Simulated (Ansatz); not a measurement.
## Electronic structure of C2HAlF (doublet) in real space

Input

```
crystal:
  periodic: [false, false, false]
  atoms:
    - {symbol: C, position_ang: [-2.391724, -0.056530, -1.615948]}
    - {symbol: C, position_ang: [-1.572995, -0.811563, -1.109291]}
    - {symbol: Al, position_ang: [-0.376495, -2.005547, -0.239754]}
    - {symbol: F, position_ang: [1.115558, -2.227243, -0.950616]}
    - {symbol: H, position_ang: [-0.720634, -2.773290, 1.084061]}
basis:
  gaussian:
    orbitals: def2-TZVPD
magnetization:
  spin_polarized: true
  initial_magnetization: 1
hamiltonian:
  xc: pbe0
output: {forces: true, orbitals: {seedname: orbitals}}
```

Run with:

```sh
ansatz run input.yaml --threads 1 --pin off --max-ram 2610MiB --events-out events.jsonl --progress --plain --runs-dir runs
```

Geometry: PBE0-D3(BJ)/pcseg-1.

Theory: isolated molecule in a Gaussian basis; Kohn-Sham density functional theory, functional PBE0 in Ansatz.

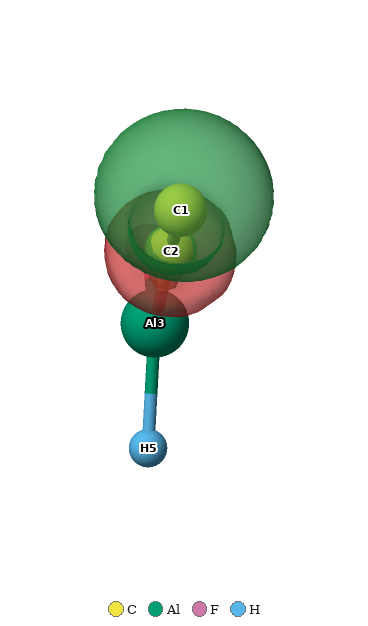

Figure 1. Isosurfaces of the spin density (α minus β) at +0.04 (green) and −0.04 e/Å³ (red), seen at an oblique angle.

Q: Which atoms carry the spin?

A: The unpaired spin (1 electron) lies mostly on C1 (about 1.0), in electrons by Hirshfeld's partition.

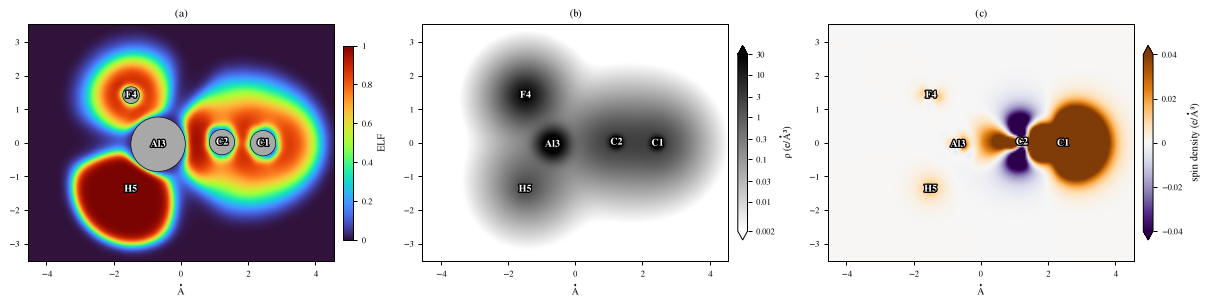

Figure 2. (a) electron localisation function; (b) electron density; (c) spin density on the molecular plane. Grey discs cover the atomic cores in the ELF map.

Q: Describe what can be read from this map.

A: The section cuts through C, Al, F and H sites. C–C (1.22 Å): ρ at the midpoint is about 2.6 e/Å³; the ELF peaks at about 0.80 between the atoms: a short, multiple covalent bond. Al–F (1.67 Å): the density is about 0.87 e/Å³ at the midpoint; the ELF peaks at about 0.85 in the valence shell of F, 0.6 Å from its nucleus, and is about 0.30 at the midpoint. C–Al (1.90 Å): the density is about 0.73 e/Å³ at the midpoint; the ELF peaks at about 0.95 between the atoms; a polar covalent bond. Al–H (1.57 Å): the density is about 0.58 e/Å³ at the midpoint; the ELF climbs to about 1 towards the hydrogen. The ELF also peaks beside C1 and F4, away from the bonds: non-bonding electrons, paired or unpaired.

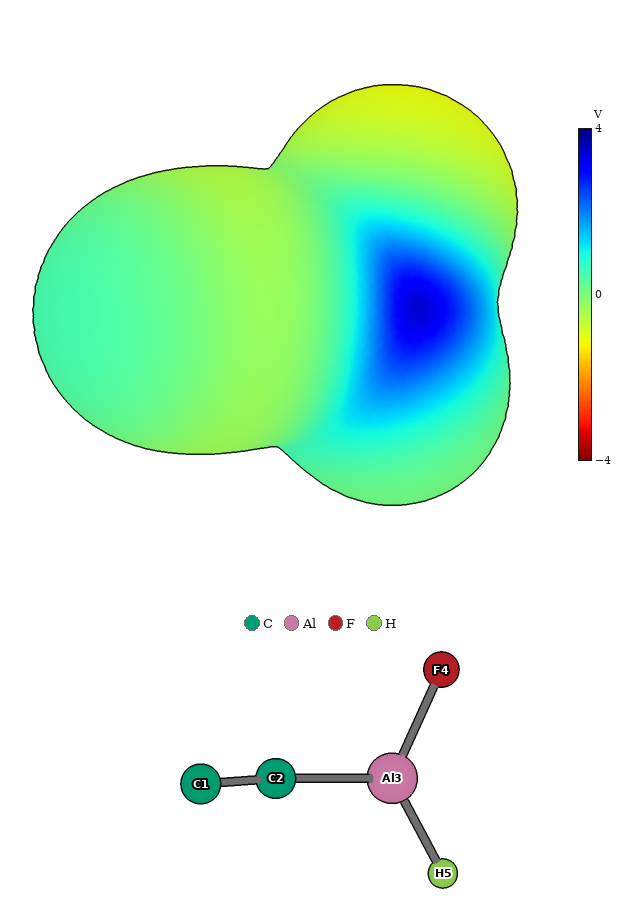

Figure 3. The molecular electrostatic potential painted on the density surface at 0.001 e/bohr³, seen at a tilt; red is negative and blue positive. The bare structure is drawn below in the same view.

Q: Describe the electrostatic potential map.

A: The most negative region (about −1.1 V) lies over F4, the most positive (about +3.3 V) over Al3.
